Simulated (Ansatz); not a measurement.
# InH (model cell, started as layered BN type): from the cell to its phonons

Wanted: phonon frequencies of InH (model cell, started as layered BN type) and what follows from them.

Method: DFT PBE, scalar-relativistic, plane waves, PAW, in Ansatz 0.2.0.

The structure was built from a prototype and need not be the compound's stable phase.

## 1. Set-up

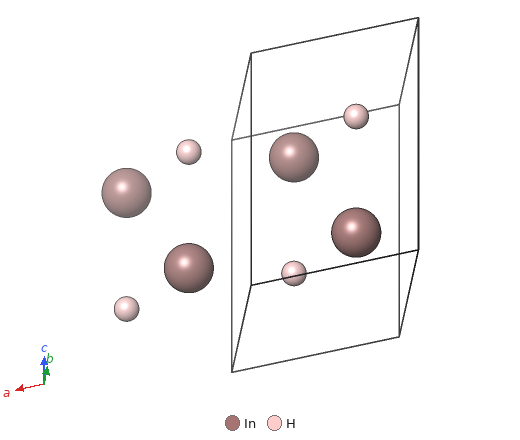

The starting structure, seen from a free direction (indium brown, hydrogen pink). 2×1×1 cells are drawn.

## 2. Relaxation

The cell and atoms are relaxed, since residual forces and stress would shift the frequencies.

input.yaml

```yaml
crystal:
  lattice:
    - [4.30241, 0.0, 0.0]
    - [-2.15121, 3.726, 0.0]
    - [0.0, 0.0, 6.21]
  atoms:
    - { symbol: In, position: [0.333333, 0.666667, 0.25] }
    - { symbol: In, position: [0.666667, 0.333333, 0.75] }
    - { symbol: H, position: [0.666667, 0.333333, 0.25] }
    - { symbol: H, position: [0.333333, 0.666667, 0.75] }
kpoints:
  mp_grid: { grid: [12, 12, 6] }
hamiltonian:
  xc: pbe
scf:
  occupations: { method: gaussian, width: 0.1 }
output:
  forces: true
  stress: true
  eigenvalues: true
relax:
  adjacent_minimum: "off"
  f_tol: 0.005
  max_steps: 80
  cell: { stress_tol: 0.05 }
```

Launch:

```sh
> ansatz run input.yaml --threads 4 --pin off --max-ram 7168MiB --backend cpu --events-out ev --progress --plain --runs-dir out
```

Numbers of over 12 decimals in the logs are rounded to 6 here.

What it wrote:

```text
Warning: the atoms were moved onto the symmetric positions of the space group found under crystal.symmetry.tolerance 1.0e-5 (fractional; no operation is sought that the atoms, as they stand in a round, miss by more than twice it, and no atom is moved by as much as it), and the run uses the moved positions. Before a round's move an operation carried an atom to 4.30e-6 Å from where it should land, the largest such dist [...]
Engine: ansatz 0.2.0, aarch64-unknown-linux-gnu
Pseudopotentials: kind: paw
Pseudopotential: In, paw, valence charge 13, recommended cutoff 420 eV (normal), In.paw.azcp
Pseudopotential: H, paw, valence charge 1, recommended cutoff 420 eV (normal), H.paw.azcp
Functional definition: PBE
  parameter kappa = 0.804
  parameter beta = 0.066725
  exchange = pbe_x(kappa = kappa, mu = beta*pi^2/3)
  correlation = pbe_c(beta = beta)
Crystal: 4 atoms, lattice volume = 99.551 Å³
Basis set: ecut = 420 eV, 1947 PW (Γ), exchange–correlation on 60×60×90 points (8 copies of the dense FFT grid, shifted against one another)
Bands: 18, of which v1, the nominal top of the filled ones, is band 14 counted from 1 (13 counted from 0)
Symmetry: 24 space group operations
Space group: P63/mmc (ITA 194), of the structure as read, at distance tolerance 4.6e-5 Å
k-points: 76 of 864
Non-local potential: In, projectors of the file, l = 0: 2, l = 1: 2, l = 2: 2, l = 3: 2
Non-local potential: H, projectors of the file, l = 0: 2, l = 1: 1
PAW form: soft (Blöchl's): semilocal exchange-correlation on the pseudo side does not see the compensation charge
PAW one-centre angular grid: In, 590 points (default); XC on 64 Gauss nodes
PAW one-centre angular grid: H, 110 points (default); XC on 64 Gauss nodes
Initial density: superposition of atomic densities (neutral atoms: chi_scale 0, normalization atom), corrected by the library's trained network
Initial wavefunctions: pseudopotential atomic-orbital guess
Functional: x = pbe(κ = 0.804, μ = 0.219515), c = pbe(β = 0.066725)
SCF iter   1: F=—  HF=-11224.997393 eV  |F-HF|=—  |Δ(HF+E_count)|=         —  Δρ=1.00e-3  dr2=1.17e-3  ethr=1.77e-3  ⟨swp⟩=5.8  Hψ=6639  notcnv=0
preconditioner: auto → LDOS  [metal: Δε(μ)=0.051 eV  Ē_g=13.652 eV  σ=0.100 eV  W_gap=0.28  n_scr=22 (ndim 8)  ℏωp=19.7 eV  f_vac=0.036  D(μ)=1.39/eV (n_scr^D=2)  β→1.0]
SCF iter   2: F=—  HF=-11224.995916 eV  |F-HF|=—  |Δ(HF+E_count)|=   1.48e-3  Δρ=3.19e-4  dr2=6.60e-5  ethr=4.19e-6  ⟨swp⟩=2.4  Hψ=2971  notcnv=0
SCF iter   3: F=—  HF=-11224.995947 eV  |F-HF|=—  |Δ(HF+E_count)|=   3.02e-5  Δρ=2.69e-4  dr2=5.32e-5  ethr=2.36e-7  ⟨swp⟩=2.0  Hψ=2420  notcnv=0
SCF iter   4: F=—  HF=-11224.995920 eV  |F-HF|=—  |Δ(HF+E_count)|=   2.66e-5  Δρ=2.54e-5  dr2=5.97e-7  ethr=1.90e-7  ⟨swp⟩=2.1  Hψ=2313  notcnv=0
iter 5 did not close the SCF: its close was put off for the readings that it lacked (scf_convergence_deferred on its scf_iter line)
SCF iter   5: F=-11224.995920 eV  HF=-11224.995920 eV  |F-HF|=1.58e-8  |Δ(HF+E_count)|=   4.63e-7  Δρ=6.33e-6  dr2=3.79e-8  ethr=2.13e-9  ⟨swp⟩=2.0  Hψ=2424  notcnv=0
SCF iter   6: F=-11224.995920 eV  HF=-11224.995920 eV  |F-HF|=4.20e-10  |Δ(HF+E_count)|=  7.79e-10  Δρ=4.33e-7  dr2=3.80e-10  ethr=1.35e-10  ⟨swp⟩=3.0  Hψ=5296  notcnv=0
SCF 1 converged in 6 iterations: F = -11224.995920 eV  dr2 = 3.80e-10
  greatest PAW one-centre occupation: 0.983 electrons in one spin orbital (limit 2), on the In atom at site 1 (counted from 0), in its partial waves of l = 2
relax step   1: F+E_penalty+E_count = -11224.99592044 eV  Δ(F+E_penalty+E_count) = +0.000e0 eV  max|allowed force component| = 2.222e-16 eV/Å  Δτ_max = 0.0000 Å  P = -3.704 GPa  Ω = 99.551 Å³  (6 SCF iters, dr2 threshold 1.00e-7 eV, accepted)
Crystal: 4 atoms, lattice volume = 86.523 Å³
Basis set: ecut = 420 eV, 1663 PW (Γ), exchange–correlation on 60×60×90 points (8 copies of the dense FFT grid, shifted against one another)
Initial density: handed on by an earlier stage of this run
Initial wavefunctions: those handed on with the density
iter 1 solved again at ethr=2.21e-5 eV; its pass at ethr=3.10e-3 eV (dr2=6.18e-3 eV) is discarded
SCF iter   1: F=—  HF=-11225.292278 eV  |F-HF|=—  |Δ(HF+E_count)|=         —  Δρ=2.25e-3  dr2=7.13e-3  ethr=2.21e-5  ⟨swp⟩=2.6  Hψ=9400  notcnv=0
preconditioner: auto → Kerker (q_TF=auto, 2.261 Å⁻¹)  [metal: Δε(μ)=0.070 eV  Ē_g=13.817 eV  σ=0.100 eV  W_gap=0.35  n_scr=22 (ndim 8)  ℏωp=21.1 eV  f_vac=0.005  D(μ)=1.65/eV (n_scr^D=8)]
SCF iter   2: F=—  HF=-11225.290140 eV  |F-HF|=—  |Δ(HF+E_count)|=   2.14e-3  Δρ=1.22e-3  dr2=1.83e-3  ethr=2.21e-5  ⟨swp⟩=2.5  Hψ=2440  notcnv=0
SCF iter   3: F=—  HF=-11225.289720 eV  |F-HF|=—  |Δ(HF+E_count)|=   4.20e-4  Δρ=3.81e-4  dr2=1.27e-4  ethr=6.53e-6  ⟨swp⟩=2.5  Hψ=2187  notcnv=0
SCF iter   4: F=—  HF=-11225.289712 eV  |F-HF|=—  |Δ(HF+E_count)|=   7.70e-6  Δρ=9.48e-5  dr2=9.20e-6  ethr=4.54e-7  ⟨swp⟩=2.3  Hψ=2257  notcnv=0
SCF iter   5: F=—  HF=-11225.289714 eV  |F-HF|=—  |Δ(HF+E_count)|=   2.32e-6  Δρ=1.90e-5  dr2=4.40e-7  ethr=3.28e-8  ⟨swp⟩=2.8  Hψ=2288  notcnv=0
SCF iter   6: F=-11225.289715 eV  HF=-11225.289715 eV  |F-HF|=4.31e-8  |Δ(HF+E_count)|=   3.85e-7  Δρ=5.76e-6  dr2=4.42e-8  ethr=1.43e-9  ⟨swp⟩=5.1  Hψ=5467  notcnv=0
SCF 2 converged in 6 iterations: F = -11225.289715 eV  dr2 = 4.42e-8
relax step   2: F+E_penalty+E_count = -11225.28971487 eV  Δ(F+E_penalty+E_count) = -2.938e-1 eV  max|allowed force component| = 4.348e-16 eV/Å  Δτ_max = 0.0000 Å  P = -3.120 GPa  Ω = 86.523 Å³  energy of the carried Pulay correction = +4.692e-3 eV  (6 SCF iters, dr2 threshold 4.00e-7 eV, accepted)
Crystal: 4 atoms, lattice volume = 75.472 Å³
Basis set: ecut = 420 eV, 1519 PW (Γ), exchange–correlation on 60×60×90 points (8 copies of the dense FFT grid, shifted against one another)
iter 1 solved again at ethr=4.04e-5 eV; its pass at ethr=3.10e-3 eV (dr2=1.13e-2 eV) is discarded
SCF iter   1: F=—  HF=-11225.473010 eV  |F-HF|=—  |Δ(HF+E_count)|=         —  Δρ=3.40e-3  dr2=1.24e-2  ethr=4.04e-5  ⟨swp⟩=2.2  Hψ=8948  notcnv=0
preconditioner: auto → Kerker (q_TF=auto, 2.313 Å⁻¹)  [metal: Δε(μ)=0.014 eV  Ē_g=14.105 eV  σ=0.100 eV  W_gap=0.08  n_scr=22 (ndim 8)  ℏωp=22.6 eV  f_vac=0.000  D(μ)=1.59/eV (n_scr^D=8)]
SCF iter   2: F=—  HF=-11225.469452 eV  |F-HF|=—  |Δ(HF+E_count)|=   3.56e-3  Δρ=1.81e-3  dr2=3.40e-3  ethr=4.04e-5  ⟨swp⟩=2.2  Hψ=2309  notcnv=0
SCF iter   3: F=—  HF=-11225.468453 eV  |F-HF|=—  |Δ(HF+E_count)|=   9.98e-4  Δρ=4.64e-4  dr2=2.03e-4  ethr=1.21e-5  ⟨swp⟩=2.1  Hψ=1877  notcnv=0
SCF iter   4: F=—  HF=-11225.468430 eV  |F-HF|=—  |Δ(HF+E_count)|=   2.33e-5  Δρ=1.41e-4  dr2=2.38e-5  ethr=7.26e-7  ⟨swp⟩=2.1  Hψ=2401  notcnv=0
SCF iter   5: F=—  HF=-11225.468432 eV  |F-HF|=—  |Δ(HF+E_count)|=   2.15e-6  Δρ=4.00e-5  dr2=2.11e-6  ethr=8.51e-8  ⟨swp⟩=2.1  Hψ=1714  notcnv=0
SCF iter   6: F=-11225.468433 eV  HF=-11225.468433 eV  |F-HF|=5.39e-8  |Δ(HF+E_count)|=   1.03e-6  Δρ=9.85e-6  dr2=7.63e-8  ethr=1.43e-9  ⟨swp⟩=6.3  Hψ=6570  notcnv=0
SCF 3 converged in 6 iterations: F = -11225.468433 eV  dr2 = 7.63e-8
relax step   3: F+E_penalty+E_count = -11225.46843321 eV  Δ(F+E_penalty+E_count) = -1.787e-1 eV  max|allowed force component| = 1.027e-15 eV/Å  Δτ_max = 0.0000 Å  P = -1.333 GPa  Ω = 75.472 Å³  energy of the carried Pulay correction = +9.206e-3 eV  (6 SCF iters, dr2 threshold 4.00e-7 eV, accepted)
[...]
relax step   4: F+E_penalty+E_count = -11225.48987844 eV  Δ(F+E_penalty+E_count) = -2.145e-2 eV  max|allowed force component| = 2.961e-16 eV/Å  Δτ_max = 0.0000 Å  P = +0.659 GPa  Ω = 70.975 Å³  energy of the carried Pulay correction = +1.115e-2 eV  (6 SCF iters, dr2 threshold 4.00e-7 eV, accepted)
[...]
relax step   5: F+E_penalty+E_count = -11225.49200154 eV  Δ(F+E_penalty+E_count) = -2.123e-3 eV  max|allowed force component| = 4.252e-16 eV/Å  Δτ_max = 0.0000 Å  P = +0.141 GPa  Ω = 72.563 Å³  energy of the carried Pulay correction = +1.040e-2 eV  (5 SCF iters, dr2 threshold 4.00e-7 eV, accepted)
[...]
relax step   6: F+E_penalty+E_count = -11225.49258347 eV  Δ(F+E_penalty+E_count) = -5.819e-4 eV  max|allowed force component| = 5.922e-16 eV/Å  Δτ_max = 0.0000 Å  P = +0.022 GPa  Ω = 72.734 Å³  energy of the carried Pulay correction = +1.034e-2 eV  (5 SCF iters, dr2 threshold 1.55e-7 eV, accepted)
[...]
relax step   7: F+E_penalty+E_count = -11225.48715593 eV  Δ(F+E_penalty+E_count) = +5.428e-3 eV  max|allowed force component| = 6.569e-16 eV/Å  Δτ_max = 0.0000 Å  P = -0.031 GPa  Ω = 72.734 Å³  stress off target by 7.14e-2 GPa  SCF on the basis re-selected at this cell (its energy is not comparable with the rows above)  (6 SCF iters)
[...]
relax step   8: F+E_penalty+E_count = -11225.48725897 eV  Δ(F+E_penalty+E_count) = -1.030e-4 eV  max|allowed force component| = 3.975e-16 eV/Å  Δτ_max = 0.0000 Å  P = -0.003 GPa  Ω = 72.600 Å³  energy of the carried Pulay correction = +6.439e-5 eV  (4 SCF iters, dr2 threshold 1.27e-8 eV, accepted)
iter 1 solved again at ethr=3.29e-7 eV; its pass at ethr=3.10e-3 eV (dr2=9.22e-5 eV) is discarded
SCF iter   1: F=—  HF=-11225.487192 eV  |F-HF|=—  |Δ(HF+E_count)|=         —  Δρ=6.56e-6  dr2=7.70e-9  ethr=3.29e-7  ⟨swp⟩=2.3  Hψ=9804  notcnv=0
eigensolver tolerance schedule: the retry pair's looser diagonalisation over-reported the residual by 11973.47 of it (diagonalisation noise at an unbounded share of the residual, at the tolerance the schedule requests for it); recorded, not acted on — ethr = c·dr2/N_el stays at c = 1.0e-1
preconditioner: auto → Kerker (q_TF=auto, 2.328 Å⁻¹)  [metal: Δε(μ)=0.051 eV  Ē_g=14.295 eV  σ=0.100 eV  W_gap=0.28  n_scr=22 (ndim 8)  ℏωp=23.1 eV  f_vac=0.000  D(μ)=1.18/eV (n_scr^D=2)]
SCF iter   2: F=—  HF=-11225.487188 eV  |F-HF|=—  |Δ(HF+E_count)|=   3.91e-6  Δρ=3.82e-6  dr2=3.74e-9  ethr=2.75e-11  ⟨swp⟩=3.0  Hψ=3406  notcnv=0
SCF iter   3: F=—  HF=-11225.487188 eV  |F-HF|=—  |Δ(HF+E_count)|=   8.49e-9  Δρ=2.09e-6  dr2=1.93e-9  ethr=1.33e-11  ⟨swp⟩=2.0  Hψ=2430  notcnv=0
SCF iter   4: F=—  HF=-11225.487188 eV  |F-HF|=—  |Δ(HF+E_count)|=  9.13e-10  Δρ=9.89e-7  dr2=5.31e-10  ethr=6.91e-12  ⟨swp⟩=2.0  Hψ=2054  notcnv=0
SCF iter   5: F=—  HF=-11225.487188 eV  |F-HF|=—  |Δ(HF+E_count)|=  5.46e-12  Δρ=6.30e-7  dr2=1.81e-10  ethr=1.90e-12  ⟨swp⟩=2.0  Hψ=2430  notcnv=0
SCF iter   6: F=-11225.487188 eV  HF=-11225.487188 eV  |F-HF|=2.55e-11  |Δ(HF+E_count)|=  7.64e-11  Δρ=2.23e-7  dr2=2.13e-11  ethr=1.00e-12  ⟨swp⟩=2.6  Hψ=5184  notcnv=0
SCF 9 converged in 6 iterations: F = -11225.487188 eV  dr2 = 2.13e-11
relax step   9: F+E_penalty+E_count = -11225.48718772 eV  Δ(F+E_penalty+E_count) = +7.125e-5 eV  max|allowed force component| = 3.516e-16 eV/Å  Δτ_max = 0.0000 Å  P = -0.003 GPa  Ω = 72.600 Å³  stress off target by 4.47e-3 GPa  SCF on the basis re-selected at this cell (its energy is not comparable with the rows above)  (6 SCF iters)
basis re-selected at this cell: Δ(F+E_penalty+E_count) = +7.125e-5 eV, ΔP = -0.000 GPa vs the last step (what re-selecting the basis moved, of the pressure what is left beyond the Pulay correction that the steps carried, after the strain that the cell walked since its last selection, with what the two solves' SCF thresholds leave and, on support functions, any second-order correction that the steps lacked; it is no m [...]
SCF converged after 6 iterations
Free energy (F): -11225.487188 eV
Harris-Foulkes:  -11225.487188 eV  (|F-HF|=2.55e-11)
Internal energy: -11225.481265 eV  (E = F + TS)
E sigma→0 (E₀):  -11225.484226 eV
Entropy (-TS):   -0.005923 eV (-1.481 meV/atom)
Fermi energy:    6.980709 eV
--- Per-component energies (eV) ---
  E_band       = -126.563664
  E_kinetic    = 505.648052
  E_local      = -2498.421926  (includes V_loc(G=0)·N_el)
  E_nonlocal   = 734.854832
  E_hartree    = 974.549164
  E_xc         = -448.452289
  E_vxc        = -221.017394  (∫ρ·V_xc dr)
  E_paw        = -8303.803074  (= ΣΔE_a)
  E_vpaw       = -596.723353  (= ΣTr[D̂ρ^β])
  E_aug_tail   = -0.001948  (compensation charges beyond the density's cutoff)
  E_ewald      = -2189.854077
  E_smearing   = -0.005923  (= −TS)
  E_closure    = -0.000000  (closes the sum)
  Σ components = -11225.487188   (vs F -11225.487188, Δ=0.00e0)
--- Forces (eV/Å), atoms counted from 1 ---
  atom   1  In    -0.00000000    -0.00000000    -0.00000000
  atom   2  In     0.00000000     0.00000000     0.00000000
  atom   3  H     -0.00000000    -0.00000000    -0.00000000
  atom   4  H      0.00000000     0.00000000     0.00000000
  max |Σ_I F_I| component: 7.37e-17 eV/Å
--- Stress (GPa, compression-positive) ---
       -0.004473       0.000000       0.000000
       -0.000000      -0.004473       0.000000
        0.000000       0.000000       0.000749
  P = ⅓ Tr σ = -0.0027 GPa (-0.027 kbar)
--- Band table (eV; the first three rows and the last of 76) ---
  k-point 0: bands = [... 10 lower, -2.3092, 0.7472, 4.5043, 9.6572, 9.9901, 12.1924, 12.1924, 14.0152]
  k-point 1: bands = [... 10 lower, -2.1918, 0.3132, 5.1571, 9.7400, 9.8254, 12.3024, 12.3024, 13.9124]
  k-point 2: bands = [... 10 lower, -1.8409, -0.5042, 6.5920, 9.2937, 10.0190, 12.0387, 12.6173, 12.6173]
  k-point 75: bands = [... 10 lower, 2.1545, 2.1545, 3.4987, 3.4987, 6.5611, 6.5611, 11.0277, 11.0277]
--- Relaxed structure (7 steps of the walk, 7 accepted, 2 SCFs on fresh bases) ---
  F+E_penalty+E_count = -11225.48718772 eV   max|allowed force component| = 3.516e-16 eV/Å   (the final SCF, on the basis selected at the relaxed cell)
  cell:  # Å, volume = 72.6001 Å³
    - [3.772197, 2.530997506977562e-6, 0]
    - [-1.886101, 3.266817, 0]
    - [0, 0.0, 5.891388]
  atoms:
    - { symbol: In, position: [0.333333, 0.666667, 0.250000] }
    - { symbol: In, position: [0.666667, 0.333333, 0.75] }
    - { symbol: H, position: [0.666667, 0.333333, 0.250000] }
    - { symbol: H, position: [0.333333, 0.666667, 0.75] }
```

The job ended after 14 s (4 threads of Arm Neoverse V2, shared host; peak memory 0.47 GiB).

Relaxation path:

```tsv
step	energy less that of the first step (eV)	largest force component (eV/Å)	pressure (GPa)	volume (Å³)
1	0.0000	0.0000	-3.70	99.55
2	-0.2938	0.0000	-3.12	86.52
3	-0.4725	0.0000	-1.33	75.47
4	-0.4940	0.0000	0.66	70.98
5	-0.4961	0.0000	0.14	72.56
6	-0.4967	0.0000	0.02	72.73
7*	-0.4912	0.0000	-0.03	72.73
8	-0.4913	0.0000	0.00	72.60
9*	-0.4913	0.0000	0.00	72.60
```

Relaxation steps marked * repeat the geometry before them on a plane-wave basis chosen anew for their cell, so energy and pressure can jump there.

Forces are held to the 24 operations that the run works with; a distortion that breaks them can't arise in this run.

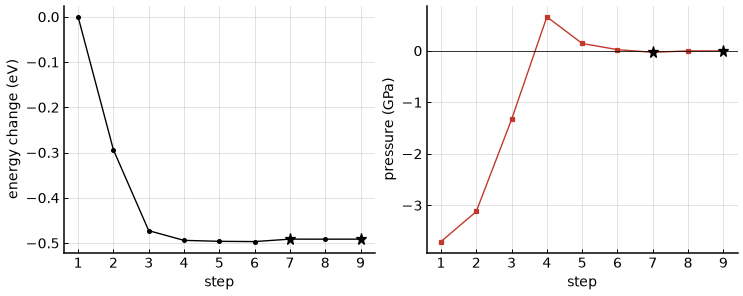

Energy and pressure along the relaxation. Stars mark steps on a basis chosen anew.

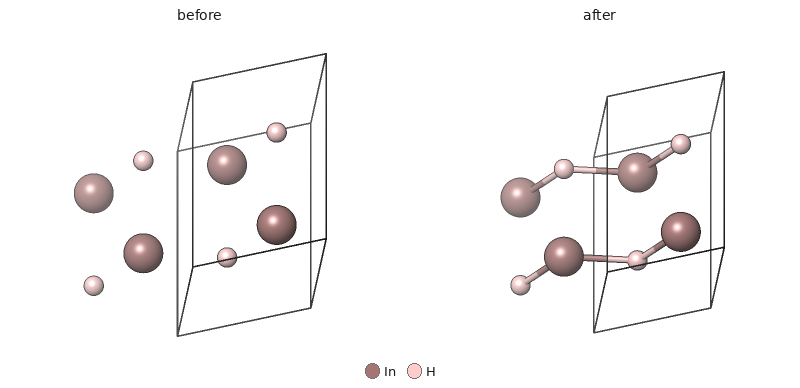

The structure before and after the relaxation, drawn at the same scale.

```tsv
cell as run	before	after	change
a (Å)	4.302	3.772	-12.3 %
b (Å)	4.302	3.772	-12.3 %
c (Å)	6.210	5.891	-5.1 %
volume (Å³/atom)	24.89	18.15	-27.1 %
```

The relaxed structure:

```xyz
4
Lattice="3.7722 0.0000 0.0000 -1.8861 3.2668 0.0000 0.0000 0.0000 5.8914" Properties=species:S:1:pos:R:3 pbc="T T T"
In    0.0000    2.1779    1.4728
In    1.8861    1.0889    4.4185
H     1.8861    1.0889    1.4728
H     0.0000    2.1779    4.4185
```

This step gave:

* pressure: -0.002732 GPa
* volume per atom: 18.15 Å³
* gap on the k-mesh: 0 eV

In this step the volume went from 24.89 to 18.15 Å³/atom.

## 3. Relaxation

The relaxation is repeated from its end on the same settings, as a check that it has come to rest.

input.yaml, the sections that differ from step 2:

```yaml
crystal:
  lattice:
    - [3.7721968407, 2.531e-06, 0.0]
    - [-1.8861006122, 3.2668170266, 0.0]
    - [0.0, 0.0, 5.8913884265]
  atoms:
    - { symbol: In, position: [0.3333333333, 0.6666666667, 0.25] }
    - { symbol: In, position: [0.6666666667, 0.3333333333, 0.75] }
    - { symbol: H, position: [0.6666666667, 0.3333333333, 0.25] }
    - { symbol: H, position: [0.3333333333, 0.6666666667, 0.75] }
output:
  forces: true
  stress: true
  eigenvalues: true
  write_density: true
  write_potential: true
  elf: true
  volumetric_format: npy
# kpoints, hamiltonian, scf, relax: as in step 2
```

What it wrote:

```text
[...]
Crystal: 4 atoms, lattice volume = 72.600 Å³
Basis set: ecut = 420 eV, 1423 PW (Γ), exchange–correlation on 54×54×80 points (8 copies of the dense FFT grid, shifted against one another)
Bands: 18, of which v1, the nominal top of the filled ones, is band 14 counted from 1 (13 counted from 0)
Symmetry: 24 space group operations
[...]
k-points: 76 of 864
[...]
--- Relaxed structure (1 steps of the walk, 1 accepted, 1 SCFs on fresh bases) ---
[...]
cell:  # Å, volume = 72.6001 Å³
    - [3.772197, 2.530965187551085e-6, 0.0]
    - [-1.886101, 3.266817, 0.0]
    - [0.0, 0.0, 5.8913884265]
  atoms:
    - { symbol: In, position: [0.333333, 0.666667, 0.250000] }
    - { symbol: In, position: [0.666667, 0.333333, 0.750000] }
    - { symbol: H, position: [0.666667, 0.333333, 0.250000] }
    - { symbol: H, position: [0.333333, 0.666667, 0.750000] }
[key lines of the parts left out:]
SCF converged after 5 iterations
Free energy (F): -11225.487188 eV
Fermi energy:    6.980710 eV
P = ⅓ Tr σ = -0.0027 GPa (-0.027 kbar)
```

The job ended after 3.1 s (4 threads; peak memory 0.42 GiB; 12 s of CPU time).

Little changed from the start: no atom moved by 0.005 Å and no cell edge by 0.1 %.

This step gave:

```yaml
pressure: -0.002737 GPa
```

In this step the volume went from 18.15 to 18.15 Å³/atom.

## 4. Relaxing to small forces for the phonons

Phonons need a cell at rest on their own settings, so the relaxation is repeated with tight tolerances on forces and stress, using the mesh and the filling of the phonon run that follows.

input.yaml, the sections that differ from step 3:

```yaml
scf:
  occupations: { method: methfessel_paxton, width: 0.15 }
output:
  forces: true
  stress: true
  eigenvalues: true
relax:
  adjacent_minimum: "off"
  f_tol: 0.001
  max_steps: 60
  cell: { stress_tol: 0.01 }
# crystal, kpoints, hamiltonian: as in step 3
```

What it wrote:

```text
[...]
Crystal: 4 atoms, lattice volume = 72.600 Å³
Basis set: ecut = 420 eV, 1423 PW (Γ), exchange–correlation on 54×54×80 points (8 copies of the dense FFT grid, shifted against one another)
Bands: 18, of which v1, the nominal top of the filled ones, is band 14 counted from 1 (13 counted from 0)
Symmetry: 24 space group operations
[...]
k-points: 76 of 864
[...]
--- Relaxed structure (1 steps of the walk, 1 accepted, 1 SCFs on fresh bases) ---
[...]
cell:  # Å, volume = 72.6001 Å³
    - [3.772197, 2.530965187551085e-6, 0.0]
    - [-1.886101, 3.266817, 0.0]
    - [0.0, 0.0, 5.8913884265]
  atoms:
    - { symbol: In, position: [0.333333, 0.666667, 0.250000] }
    - { symbol: In, position: [0.666667, 0.333333, 0.750000] }
    - { symbol: H, position: [0.666667, 0.333333, 0.250000] }
    - { symbol: H, position: [0.333333, 0.666667, 0.750000] }
[key lines of the parts left out:]
SCF converged after 6 iterations
Free energy (F): -11225.484150 eV
Fermi energy:    6.977502 eV
P = ⅓ Tr σ = -0.0040 GPa (-0.040 kbar)
```

Run time: 3 s. Hardware: 4 threads; peak memory 0.41 GiB; 11 s of CPU time.

Little changed from the start: no atom moved by 0.005 Å and no cell edge by 0.1 %.

This step gave:

- pressure: -0.004038 GPa

The forces vanish by symmetry and the pressure is -0.004 GPa, within the tolerances set. The cell now holds 18.15 Å³/atom.

(Part 1 of 2 ends here.)

[Logs are printed without paths, hosts, clocks, repeated set-up lines and the standing remarks that a program may print on its own settings, such as how far it seeks lower states.]

[Hosts, paths, dates, database ids (printed as entryN), source tags and the programs' standing remarks are cut or masked in the printed files.]
